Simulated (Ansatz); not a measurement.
**Sc2Ag3: relaxing a made-up structure**

Starting from a made-up structure for Sc2Ag3, the aim is the relaxed cell, its shortest contacts and, where a second run follows, its electronic structure.

Calculated with Ansatz 0.2.0; DFT, PBEsol, plane-wave PAW, files of the set soft_1, scalar-relativistic, no spin, cell and ions relaxed at zero pressure; PAW set soft_1, in the first sound run; inputs show where later runs differ.

**1. The structure**

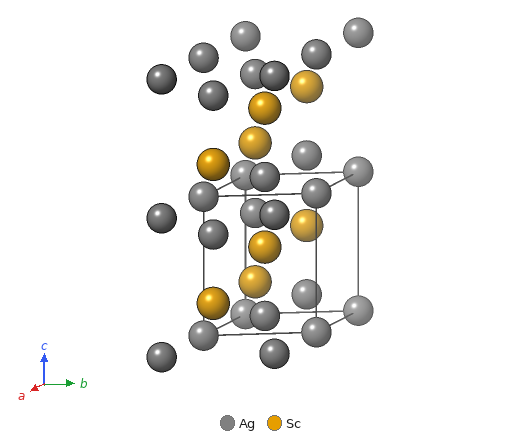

The cell as given, slightly off an axis (silver grey, scandium orange). 2×1×2 cells are drawn. Some periodic images of atoms are drawn too.

**2. Relaxing cell and atoms**

The guess takes its coordinates from another compound and its volume from a rule, so the cell and any free coordinates are relaxed together.

input.yaml reads:

```yaml
crystal:
  lattice:
    - [4.592, 0.0, 0.0]
    - [-2.296, 3.976788654, 0.0]
    - [0.0, 0.0, 5.71]
  atoms:
    - { symbol: Ag, position: [0.0, 0.0, 0.0] }
    - { symbol: Ag, position: [0.333333333, 0.666666667, 0.1771] }
    - { symbol: Ag, position: [0.666666667, 0.333333333, 0.8229] }
    - { symbol: Sc, position: [0.333333333, 0.666666667, 0.6725] }
    - { symbol: Sc, position: [0.666666667, 0.333333333, 0.3275] }
kpoints:
  mp_grid: { grid: [7, 7, 5] }
scf:
  occupations: { method: fermi_dirac, width: 0.05 }
hamiltonian:
  xc: pbesol
  pseudopotentials: { kind: paw, azcp: { folder: soft_1 }, xc_functional: pbe }
relax:
  f_tol: 0.015
  max_steps: 70
  cell: {}
output:
  forces: true
  stress: true
```

Command:

```
$ ansatz run input.yaml --threads 4 --pin off --max-ram 8192MiB --backend cpu --events-out ev --progress --plain --runs-dir out
```

Numbers of over 12 decimals in the logs are rounded to 6 here.

Log:

```text
Engine: ansatz 0.2.0, aarch64-unknown-linux-gnu
Pseudopotentials: kind: paw
Pseudopotential: Ag, paw, valence charge 19, recommended cutoff 420 eV (normal), soft_1/Ag.paw.azcp
Pseudopotential: Sc, paw, valence charge 11, recommended cutoff 420 eV (normal), soft_1/Sc.paw.azcp
Functional definition: PBEsol
  exchange = pbesol_x
  correlation = pbesol_c
Crystal: 5 atoms, lattice volume = 104.273 Å³
Basis set: ecut = 420 eV, 2065 PW (Γ), exchange–correlation on 64×64×80 points (8 copies of the dense FFT grid, shifted against one another)
Bands: 48, of which v1, the nominal top of the filled ones, is band 40 counted from 1 (39 counted from 0)
Symmetry: 12 space group operations
Space group: P-3m1 (ITA 164), of the structure as read, at distance tolerance 4.7e-5 Å
k-points: 32 of 245
Non-local potential: Ag, projectors of the file, l = 0: 3, l = 1: 2, l = 2: 2, l = 3: 1
Non-local potential: Sc, projectors of the file, l = 0: 3, l = 1: 2, l = 2: 3, l = 3: 1
PAW form: soft (Blöchl's): semilocal exchange-correlation on the pseudo side does not see the compensation charge
PAW frozen core: Ag, regenerated for the run's functional, and the local potential with it (the file was generated under x = pbe(κ = 0.804, μ = 0.219515), c = pbe(β = 0.066725))
PAW frozen core: Sc, regenerated for the run's functional, and the local potential with it (the file was generated under x = pbe(κ = 0.804, μ = 0.219515), c = pbe(β = 0.066725))
PAW one-centre angular grid: Ag, 590 points (default); XC on 64 Gauss nodes
PAW one-centre angular grid: Sc, 590 points (default); XC on 64 Gauss nodes
Initial density: superposition of atomic densities (chi_scale 0.1, normalization cell, long waves kept (reshape's long-wave potential 0.01 eV rms))
Initial wavefunctions: pseudopotential atomic-orbital guess
Functional: x = pbesol(κ = 0.804, μ = 0.123457), c = pbesol(β = 0.046)
SCF iter   1: F=—  HF=-26798.164606 eV  |F-HF|=—  |Δ(HF+E_count)|=         —  Δρ=2.01e-1  dr2=7.74e1  ethr=3.10e-3  ⟨swp⟩=3.7  Hψ=4428  notcnv=0
preconditioner: auto → Kerker (q_TF=auto, 2.605 Å⁻¹)  [metal: Δε(μ)=0.010 eV  Ē_g=3.578 eV  σ=0.050 eV  W_gap=0.05  n_scr=22 (ndim 8)  ℏωp=22.7 eV  f_vac=0.009  D(μ)=8.12/eV (n_scr^D=96)]
SCF iter   2: F=—  HF=-26792.735397 eV  |F-HF|=—  |Δ(HF+E_count)|=    5.43e0  Δρ=9.59e-2  dr2=2.20e1  ethr=3.10e-3  ⟨swp⟩=2.0  Hψ=3233  notcnv=0
SCF iter   3: F=—  HF=-26790.432618 eV  |F-HF|=—  |Δ(HF+E_count)|=    2.30e0  Δρ=3.58e-2  dr2=3.65e0  ethr=3.10e-3  ⟨swp⟩=2.3  Hψ=2651  notcnv=0
SCF iter   4: F=—  HF=-26789.878429 eV  |F-HF|=—  |Δ(HF+E_count)|=   5.54e-1  Δρ=8.86e-3  dr2=2.41e-1  ethr=3.10e-3  ⟨swp⟩=2.0  Hψ=2000  notcnv=0  defer=10
SCF iter   5: F=—  HF=-26789.836310 eV  |F-HF|=—  |Δ(HF+E_count)|=   4.21e-2  Δρ=2.84e-3  dr2=1.00e-2  ethr=3.05e-4  ⟨swp⟩=2.8  Hψ=2361  notcnv=0  defer=12
SCF iter   6: F=—  HF=-26789.835330 eV  |F-HF|=—  |Δ(HF+E_count)|=   9.80e-4  Δρ=1.22e-3  dr2=2.23e-3  ethr=1.27e-5  ⟨swp⟩=2.1  Hψ=2172  notcnv=0  defer=13
SCF iter   7: F=—  HF=-26789.834989 eV  |F-HF|=—  |Δ(HF+E_count)|=   3.41e-4  Δρ=3.36e-4  dr2=2.38e-4  ethr=2.82e-6  ⟨swp⟩=2.0  Hψ=2489  notcnv=0  defer=13
SCF iter   8: F=—  HF=-26789.834951 eV  |F-HF|=—  |Δ(HF+E_count)|=   3.77e-5  Δρ=1.23e-4  dr2=4.60e-5  ethr=3.01e-7  ⟨swp⟩=2.0  Hψ=1772  notcnv=0  defer=13
SCF iter   9: F=—  HF=-26789.834942 eV  |F-HF|=—  |Δ(HF+E_count)|=   9.18e-6  Δρ=4.34e-5  dr2=3.29e-6  ethr=5.82e-8  ⟨swp⟩=2.0  Hψ=1695  notcnv=0  defer=13
SCF iter  10: F=—  HF=-26789.834942 eV  |F-HF|=—  |Δ(HF+E_count)|=   1.87e-7  Δρ=1.13e-5  dr2=1.98e-7  ethr=4.17e-9  ⟨swp⟩=2.1  Hψ=1832  notcnv=0  defer=13
SCF iter  11: F=-26789.834942 eV  HF=-26789.834942 eV  |F-HF|=3.57e-10  |Δ(HF+E_count)|=   1.09e-8  Δρ=3.09e-6  dr2=8.44e-9  ethr=1.27e-10  ⟨swp⟩=4.0  Hψ=4772  notcnv=0
SCF 1 converged in 11 iterations: F = -26789.834942 eV  dr2 = 8.44e-9
  greatest PAW one-centre occupation: 1.002 electrons in one spin orbital (limit 2), on the Ag atom at site 2 (counted from 0), in its partial waves of l = 0
relax step   1: F+E_penalty+E_count = -26789.83494180 eV  Δ(F+E_penalty+E_count) = +0.000e0 eV  max|allowed force component| = 4.243e-1 eV/Å  Δτ_max = 0.0000 Å  P = -0.355 GPa  Ω = 104.273 Å³  (11 SCF iters, dr2 threshold 1.00e-7 eV, accepted)
Crystal: 5 atoms, lattice volume = 104.518 Å³
Initial density: handed on by an earlier stage of this run
Initial wavefunctions: those handed on with the density
iter 1 solved again at ethr=3.13e-4 eV; its pass at ethr=3.10e-3 eV (dr2=2.47e-1 eV) is discarded
SCF iter   1: F=—  HF=-26789.886073 eV  |F-HF|=—  |Δ(HF+E_count)|=         —  Δρ=8.08e-3  dr2=2.46e-1  ethr=3.13e-4  ⟨swp⟩=1.0  Hψ=6164  notcnv=0
preconditioner: auto → LDOS  [metal: Δε(μ)=0.026 eV  Ē_g=6.046 eV  σ=0.050 eV  W_gap=0.13  n_scr=22 (ndim 8)  ℏωp=22.7 eV  f_vac=0.024  D(μ)=5.36/eV (n_scr^D=52)  β→1.0]
SCF iter   2: F=—  HF=-26789.866259 eV  |F-HF|=—  |Δ(HF+E_count)|=   1.98e-2  Δρ=8.61e-3  dr2=1.23e-1  ethr=3.12e-4  ⟨swp⟩=2.8  Hψ=2572  notcnv=0
SCF iter   3: F=—  HF=-26789.833663 eV  |F-HF|=—  |Δ(HF+E_count)|=   3.26e-2  Δρ=1.90e-3  dr2=6.01e-3  ethr=1.55e-4  ⟨swp⟩=2.0  Hψ=2582  notcnv=0  defer=20
SCF iter   4: F=—  HF=-26789.832934 eV  |F-HF|=—  |Δ(HF+E_count)|=   7.29e-4  Δρ=1.42e-3  dr2=3.10e-3  ethr=7.60e-6  ⟨swp⟩=2.0  Hψ=2773  notcnv=0  defer=20
SCF iter   5: F=—  HF=-26789.832365 eV  |F-HF|=—  |Δ(HF+E_count)|=   5.69e-4  Δρ=3.34e-4  dr2=1.55e-4  ethr=3.92e-6  ⟨swp⟩=2.2  Hψ=2352  notcnv=0  defer=20
SCF iter   6: F=—  HF=-26789.832358 eV  |F-HF|=—  |Δ(HF+E_count)|=   6.90e-6  Δρ=9.54e-5  dr2=9.23e-6  ethr=1.97e-7  ⟨swp⟩=2.4  Hψ=2179  notcnv=0  defer=20
SCF iter   7: F=—  HF=-26789.832359 eV  |F-HF|=—  |Δ(HF+E_count)|=   6.96e-7  Δρ=4.59e-5  dr2=1.69e-6  ethr=1.17e-8  ⟨swp⟩=2.1  Hψ=2279  notcnv=0  defer=20
SCF iter   8: F=-26789.832358 eV  HF=-26789.832359 eV  |F-HF|=1.51e-7  |Δ(HF+E_count)|=   1.12e-7  Δρ=1.51e-5  dr2=2.27e-7  ethr=6.33e-10  ⟨swp⟩=4.0  Hψ=4823  notcnv=0
SCF 2 converged in 8 iterations: F = -26789.832358 eV  dr2 = 2.27e-7
relax step   2: F+E_penalty+E_count = -26789.83235843 eV  Δ(F+E_penalty+E_count) = +2.583e-3 eV  max|allowed force component| = 4.572e-1 eV/Å  Δτ_max = 0.1221 Å  P = +0.489 GPa  Ω = 104.518 Å³  energy of the carried Pulay correction = -6.019e-5 eV  (8 SCF iters, dr2 threshold 5.00e-7 eV, rejected (line search))
Crystal: 5 atoms, lattice volume = 104.411 Å³
iter 1 solved again at ethr=8.74e-5 eV; its pass at ethr=3.10e-3 eV (dr2=6.91e-2 eV) is discarded
SCF iter   1: F=—  HF=-26789.878002 eV  |F-HF|=—  |Δ(HF+E_count)|=         —  Δρ=4.32e-3  dr2=7.04e-2  ethr=8.74e-5  ⟨swp⟩=1.0  Hψ=4885  notcnv=0
preconditioner: auto → LDOS  [metal: Δε(μ)=0.021 eV  Ē_g=5.871 eV  σ=0.050 eV  W_gap=0.10  n_scr=22 (ndim 8)  ℏωp=22.7 eV  f_vac=0.020  D(μ)=4.84/eV (n_scr^D=40)  β→1.0]
SCF iter   2: F=—  HF=-26789.872015 eV  |F-HF|=—  |Δ(HF+E_count)|=   5.99e-3  Δρ=4.59e-3  dr2=3.42e-2  ethr=8.74e-5  ⟨swp⟩=2.1  Hψ=2490  notcnv=0
SCF iter   3: F=—  HF=-26789.862793 eV  |F-HF|=—  |Δ(HF+E_count)|=   9.22e-3  Δρ=9.96e-4  dr2=1.73e-3  ethr=4.32e-5  ⟨swp⟩=2.0  Hψ=2459  notcnv=0
SCF iter   4: F=—  HF=-26789.862549 eV  |F-HF|=—  |Δ(HF+E_count)|=   2.44e-4  Δρ=7.10e-4  dr2=7.70e-4  ethr=2.19e-6  ⟨swp⟩=2.0  Hψ=2614  notcnv=0
SCF iter   5: F=—  HF=-26789.862407 eV  |F-HF|=—  |Δ(HF+E_count)|=   1.41e-4  Δρ=1.56e-4  dr2=3.10e-5  ethr=9.75e-7  ⟨swp⟩=2.0  Hψ=2121  notcnv=0
SCF iter   6: F=—  HF=-26789.862432 eV  |F-HF|=—  |Δ(HF+E_count)|=   2.48e-5  Δρ=3.99e-5  dr2=1.51e-6  ethr=3.92e-8  ⟨swp⟩=2.1  Hψ=1878  notcnv=0
SCF iter   7: F=—  HF=-26789.862435 eV  |F-HF|=—  |Δ(HF+E_count)|=   3.47e-6  Δρ=1.39e-5  dr2=1.39e-7  ethr=1.91e-9  ⟨swp⟩=2.0  Hψ=2362  notcnv=0
SCF iter   8: F=—  HF=-26789.862435 eV  |F-HF|=—  |Δ(HF+E_count)|=   5.77e-9  Δρ=3.87e-6  dr2=1.45e-8  ethr=1.76e-10  ⟨swp⟩=2.0  Hψ=2352  notcnv=0
SCF iter   9: F=—  HF=-26789.862435 eV  |F-HF|=—  |Δ(HF+E_count)|=   1.97e-9  Δρ=2.46e-6  dr2=5.25e-9  ethr=1.84e-11  ⟨swp⟩=2.0  Hψ=2703  notcnv=0
SCF iter  10: F=—  HF=-26789.862435 eV  |F-HF|=—  |Δ(HF+E_count)|=   1.19e-9  Δρ=4.19e-7  dr2=1.30e-10  ethr=6.65e-12  ⟨swp⟩=2.1  Hψ=2147  notcnv=0
SCF iter  11: F=-26789.862435 eV  HF=-26789.862435 eV  |F-HF|=3.64e-12  |Δ(HF+E_count)|=  5.82e-11  Δρ=1.17e-7  dr2=1.19e-11  ethr=1.00e-12  ⟨swp⟩=4.0  Hψ=4777  notcnv=0
SCF 3 converged in 11 iterations: F = -26789.862435 eV  dr2 = 1.19e-11
relax step   3: F+E_penalty+E_count = -26789.86243545 eV  Δ(F+E_penalty+E_count) = -2.749e-2 eV  max|allowed force component| = 1.675e-2 eV/Å  Δτ_max = 0.0578 Å  P = -0.061 GPa  Ω = 104.411 Å³  energy of the carried Pulay correction = -3.398e-5 eV  (11 SCF iters, accepted)
Crystal: 5 atoms, lattice volume = 104.203 Å³
iter 1 solved again at ethr=1.25e-6 eV; its pass at ethr=3.10e-3 eV (dr2=9.91e-4 eV) is discarded
SCF iter   1: F=—  HF=-26789.862975 eV  |F-HF|=—  |Δ(HF+E_count)|=         —  Δρ=6.24e-4  dr2=1.03e-3  ethr=1.25e-6  ⟨swp⟩=2.0  Hψ=5757  notcnv=0
preconditioner: auto → LDOS  [metal: Δε(μ)=0.022 eV  Ē_g=5.913 eV  σ=0.050 eV  W_gap=0.11  n_scr=22 (ndim 8)  ℏωp=22.7 eV  f_vac=0.019  D(μ)=4.83/eV (n_scr^D=40)  β→1.0]
SCF iter   2: F=—  HF=-26789.862931 eV  |F-HF|=—  |Δ(HF+E_count)|=   4.39e-5  Δρ=6.45e-4  dr2=6.17e-4  ethr=1.25e-6  ⟨swp⟩=2.0  Hψ=2707  notcnv=0
SCF iter   3: F=—  HF=-26789.862762 eV  |F-HF|=—  |Δ(HF+E_count)|=   1.69e-4  Δρ=8.59e-5  dr2=1.70e-5  ethr=7.81e-7  ⟨swp⟩=2.0  Hψ=2156  notcnv=0
SCF iter   4: F=—  HF=-26789.862793 eV  |F-HF|=—  |Δ(HF+E_count)|=   3.07e-5  Δρ=6.98e-5  dr2=4.84e-6  ethr=2.15e-8  ⟨swp⟩=2.0  Hψ=2159  notcnv=0
SCF iter   5: F=—  HF=-26789.862791 eV  |F-HF|=—  |Δ(HF+E_count)|=   1.32e-6  Δρ=1.80e-5  dr2=4.54e-7  ethr=6.13e-9  ⟨swp⟩=2.0  Hψ=2496  notcnv=0
SCF iter   6: F=-26789.862791 eV  HF=-26789.862791 eV  |F-HF|=2.05e-8  |Δ(HF+E_count)|=   5.35e-8  Δρ=5.18e-6  dr2=3.36e-8  ethr=7.60e-11  ⟨swp⟩=3.0  Hψ=5202  notcnv=0
SCF 4 converged in 6 iterations: F = -26789.862791 eV  dr2 = 3.36e-8
relax step   4: F+E_penalty+E_count = -26789.86279124 eV  Δ(F+E_penalty+E_count) = -3.558e-4 eV  max|allowed force component| = 7.329e-3 eV/Å  Δτ_max = 0.0040 Å  P = +0.090 GPa  Ω = 104.203 Å³  energy of the carried Pulay correction = +1.718e-5 eV  (6 SCF iters, dr2 threshold 6.00e-8 eV, accepted)
Crystal: 5 atoms, lattice volume = 104.435 Å³
iter 1 solved again at ethr=5.76e-7 eV; its pass at ethr=3.10e-3 eV (dr2=4.55e-4 eV) is discarded
SCF iter   1: F=—  HF=-26789.862880 eV  |F-HF|=—  |Δ(HF+E_count)|=         —  Δρ=5.75e-4  dr2=5.17e-4  ethr=5.76e-7  ⟨swp⟩=2.0  Hψ=5921  notcnv=0
preconditioner: auto → LDOS  [metal: Δε(μ)=0.024 eV  Ē_g=5.920 eV  σ=0.050 eV  W_gap=0.12  n_scr=22 (ndim 8)  ℏωp=22.7 eV  f_vac=0.019  D(μ)=4.83/eV (n_scr^D=40)  β→1.0]
SCF iter   2: F=—  HF=-26789.862913 eV  |F-HF|=—  |Δ(HF+E_count)|=   3.34e-5  Δρ=7.31e-4  dr2=5.69e-4  ethr=5.76e-7  ⟨swp⟩=2.0  Hψ=2707  notcnv=0
SCF iter   3: F=—  HF=-26789.862761 eV  |F-HF|=—  |Δ(HF+E_count)|=   1.52e-4  Δρ=1.12e-4  dr2=2.52e-5  ethr=5.76e-7  ⟨swp⟩=2.0  Hψ=2132  notcnv=0
SCF iter   4: F=—  HF=-26789.862774 eV  |F-HF|=—  |Δ(HF+E_count)|=   1.28e-5  Δρ=6.58e-5  dr2=4.49e-6  ethr=3.18e-8  ⟨swp⟩=2.0  Hψ=2158  notcnv=0
SCF iter   5: F=—  HF=-26789.862773 eV  |F-HF|=—  |Δ(HF+E_count)|=   1.28e-6  Δρ=1.61e-5  dr2=3.51e-7  ethr=5.68e-9  ⟨swp⟩=2.0  Hψ=2510  notcnv=0
SCF iter   6: F=—  HF=-26789.862773 eV  |F-HF|=—  |Δ(HF+E_count)|=   1.50e-8  Δρ=8.98e-6  dr2=8.18e-8  ethr=1.01e-10  ⟨swp⟩=4.0  Hψ=4832  notcnv=0
SCF iter   7: F=-26789.862773 eV  HF=-26789.862773 eV  |F-HF|=1.33e-9  |Δ(HF+E_count)|=   1.64e-8  Δρ=2.05e-6  dr2=3.51e-9  ethr=1.01e-10  ⟨swp⟩=4.0  Hψ=4455  notcnv=0
SCF 5 converged in 7 iterations: F = -26789.862773 eV  dr2 = 3.51e-9
relax step   5: F+E_penalty+E_count = -26789.86277256 eV  Δ(F+E_penalty+E_count) = +1.868e-5 eV  max|allowed force component| = 6.854e-3 eV/Å  Δτ_max = 0.0031 Å  P = -0.092 GPa  Ω = 104.435 Å³  energy of the carried Pulay correction = -3.974e-5 eV  (7 SCF iters, dr2 threshold 7.97e-8 eV, accepted)
Crystal: 5 atoms, lattice volume = 104.318 Å³
iter 1 solved again at ethr=1.42e-7 eV; its pass at ethr=3.10e-3 eV (dr2=1.12e-4 eV) is discarded
SCF iter   1: F=—  HF=-26789.862885 eV  |F-HF|=—  |Δ(HF+E_count)|=         —  Δρ=2.84e-4  dr2=1.32e-4  ethr=1.42e-7  ⟨swp⟩=2.0  Hψ=5851  notcnv=0
preconditioner: auto → LDOS  [metal: Δε(μ)=0.023 eV  Ē_g=5.910 eV  σ=0.050 eV  W_gap=0.12  n_scr=22 (ndim 8)  ℏωp=22.7 eV  f_vac=0.019  D(μ)=4.84/eV (n_scr^D=40)  β→1.0]
SCF iter   2: F=—  HF=-26789.862901 eV  |F-HF|=—  |Δ(HF+E_count)|=   1.56e-5  Δρ=3.49e-4  dr2=1.25e-4  ethr=1.42e-7  ⟨swp⟩=2.0  Hψ=2707  notcnv=0
SCF iter   3: F=—  HF=-26789.862871 eV  |F-HF|=—  |Δ(HF+E_count)|=   2.94e-5  Δρ=5.03e-5  dr2=5.96e-6  ethr=1.42e-7  ⟨swp⟩=2.0  Hψ=2120  notcnv=0
SCF iter   4: F=—  HF=-26789.862859 eV  |F-HF|=—  |Δ(HF+E_count)|=   1.28e-5  Δρ=3.27e-5  dr2=1.08e-6  ethr=7.54e-9  ⟨swp⟩=2.0  Hψ=2156  notcnv=0
SCF iter   5: F=—  HF=-26789.862858 eV  |F-HF|=—  |Δ(HF+E_count)|=   3.02e-7  Δρ=8.57e-6  dr2=9.75e-8  ethr=1.36e-9  ⟨swp⟩=2.0  Hψ=2509  notcnv=0
SCF iter   6: F=-26789.862858 eV  HF=-26789.862858 eV  |F-HF|=1.79e-8  |Δ(HF+E_count)|=   4.49e-9  Δρ=4.59e-6  dr2=2.14e-8  ethr=4.70e-11  ⟨swp⟩=4.0  Hψ=4825  notcnv=0
SCF 6 converged in 6 iterations: F = -26789.862858 eV  dr2 = 2.14e-8
relax step   6: F+E_penalty+E_count = -26789.86285821 eV  Δ(F+E_penalty+E_count) = -8.565e-5 eV  max|allowed force component| = 1.839e-3 eV/Å  Δτ_max = 0.0017 Å  P = -0.001 GPa  Ω = 104.318 Å³  energy of the carried Pulay correction = -1.103e-5 eV  (6 SCF iters, dr2 threshold 3.71e-8 eV, accepted)
Initial wavefunctions: pseudopotential atomic-orbital guess (no wavefunctions were taken with the density)
iter 1 solved again at ethr=6.45e-8 eV; its pass at ethr=3.10e-3 eV (dr2=5.10e-5 eV) is discarded
SCF iter   1: F=—  HF=-26789.862828 eV  |F-HF|=—  |Δ(HF+E_count)|=         —  Δρ=3.68e-5  dr2=7.04e-8  ethr=6.45e-8  ⟨swp⟩=3.1  Hψ=8345  notcnv=0
preconditioner: auto → LDOS  [metal: Δε(μ)=0.023 eV  Ē_g=5.916 eV  σ=0.050 eV  W_gap=0.12  n_scr=22 (ndim 8)  ℏωp=22.7 eV  f_vac=0.019  D(μ)=4.83/eV (n_scr^D=40)  β→1.0]
SCF iter   2: F=—  HF=-26789.862866 eV  |F-HF|=—  |Δ(HF+E_count)|=   3.79e-5  Δρ=6.80e-6  dr2=4.20e-8  ethr=8.91e-11  ⟨swp⟩=2.0  Hψ=2813  notcnv=0
SCF iter   3: F=—  HF=-26789.862866 eV  |F-HF|=—  |Δ(HF+E_count)|=   9.53e-9  Δρ=3.86e-6  dr2=1.18e-8  ethr=5.32e-11  ⟨swp⟩=2.0  Hψ=2724  notcnv=0
SCF iter   4: F=—  HF=-26789.862866 eV  |F-HF|=—  |Δ(HF+E_count)|=  7.64e-10  Δρ=1.28e-6  dr2=1.42e-9  ethr=1.49e-11  ⟨swp⟩=2.5  Hψ=2180  notcnv=0
SCF iter   5: F=—  HF=-26789.862866 eV  |F-HF|=—  |Δ(HF+E_count)|=  9.46e-11  Δρ=2.86e-7  dr2=8.43e-11  ethr=1.79e-12  ⟨swp⟩=2.0  Hψ=2035  notcnv=0
SCF iter   6: F=-26789.862866 eV  HF=-26789.862866 eV  |F-HF|=7.28e-12  |Δ(HF+E_count)|=  1.46e-11  Δρ=9.95e-8  dr2=1.42e-11  ethr=1.00e-12  ⟨swp⟩=4.0  Hψ=4791  notcnv=0
SCF 7 converged in 6 iterations: F = -26789.862866 eV  dr2 = 1.42e-11
relax step   7: F+E_penalty+E_count = -26789.86286578 eV  Δ(F+E_penalty+E_count) = -7.568e-6 eV  max|allowed force component| = 1.875e-3 eV/Å  Δτ_max = 0.0000 Å  P = -0.000 GPa  Ω = 104.318 Å³  stress off target by 4.58e-3 GPa  SCF on the basis re-selected at this cell (its energy is not comparable with the rows above)  (6 SCF iters)
basis re-selected at this cell: Δ(F+E_penalty+E_count) = -7.568e-6 eV, ΔP = +0.001 GPa vs the last step (what re-selecting the basis moved, of the pressure what is left beyond the Pulay correction that the steps carried, after the strain that the cell walked since its last selection, with what the two solves' SCF thresholds leave and, on support functions, any second-order correction that the steps lacked; it is no m [...]
SCF converged after 6 iterations
Free energy (F): -26789.862866 eV
Harris-Foulkes:  -26789.862866 eV  (|F-HF|=7.28e-12)
Internal energy: -26789.822336 eV  (E = F + TS)
E sigma→0 (E₀):  -26789.842601 eV
Entropy (-TS):   -0.040530 eV (-8.106 meV/atom)
Fermi energy:    12.777243 eV
--- Per-component energies (eV) ---
  E_band       = -1268.549657
  E_kinetic    = 1813.673258
  E_local      = -10404.147657  (includes V_loc(G=0)·N_el)
  E_nonlocal   = 387.801922
  E_hartree    = 4794.081938
  E_xc         = -644.958657
  E_vxc        = -813.655178  (∫ρ·V_xc dr)
  E_paw        = -13593.940017  (= ΣΔE_a)
  E_vpaw       = -1840.387380  (= ΣTr[D̂ρ^β])
  E_aug_tail   = 0.001150  (compensation charges beyond the density's cutoff)
  E_ewald      = -9143.560543
  E_core_change = 1.226271  (= ΣΔE_core)
  E_smearing   = -0.040530  (= −TS)
  E_closure    = -0.000000  (closes the sum)
  Σ components = -26789.862866   (vs F -26789.862866, Δ=0.00e0)
--- Forces (eV/Å), atoms counted from 1 ---
  atom   1  Ag    -0.00000000     0.00000000     0.00000000
  atom   2  Ag     0.00000000    -0.00000000     0.00187490
  atom   3  Ag    -0.00000000     0.00000000    -0.00187490
  atom   4  Sc    -0.00000000    -0.00000000    -0.00056571
  atom   5  Sc     0.00000000     0.00000000     0.00056571
  max |Σ_I F_I| component: 3.70e-17 eV/Å
--- Stress (GPa, compression-positive) ---
       -0.002989      -0.000000       0.000000
       -0.000000      -0.002989      -0.000000
        0.000000      -0.000000       0.004578
  P = ⅓ Tr σ = -0.0005 GPa (-0.005 kbar)
--- Relaxed structure (6 steps of the walk, 5 accepted, 1 SCFs on fresh bases) ---
  F+E_penalty+E_count = -26789.86286578 eV   max|allowed force component| = 1.875e-3 eV/Å   (the final SCF, on the basis selected at the relaxed cell)
  cell:  # Å, volume = 104.3176 Å³
    - [4.568750, 0, 1.8950263178866603e-18]
    - [-2.284375, 3.956653, -9.475131589433304e-19]
    - [2.3564024989928507e-18, 0, 5.770748]
  atoms:
    - { symbol: Ag, position: [0, 0, 4.860871386274767e-19] }
    - { symbol: Ag, position: [0.333333, 0.666667, 0.176618] }
    - { symbol: Ag, position: [0.666667, 0.333333, 0.823382] }
    - { symbol: Sc, position: [0.333333, 0.666667, 0.681732] }
    - { symbol: Sc, position: [0.666667, 0.333333, 0.318268] }
```

Wall time 16 s (4 threads of Arm Neoverse V1, shared host); peak memory 0.52 GiB.

[end of part 1 of 2]

[Logs are printed without paths, hosts, clocks, repeated set-up lines and the standing remarks that a program may print on its own settings, such as how far it seeks lower states.]

[Hosts, paths, dates, database ids (printed as entryN), source tags and the programs' standing remarks are cut or masked in the printed files.]
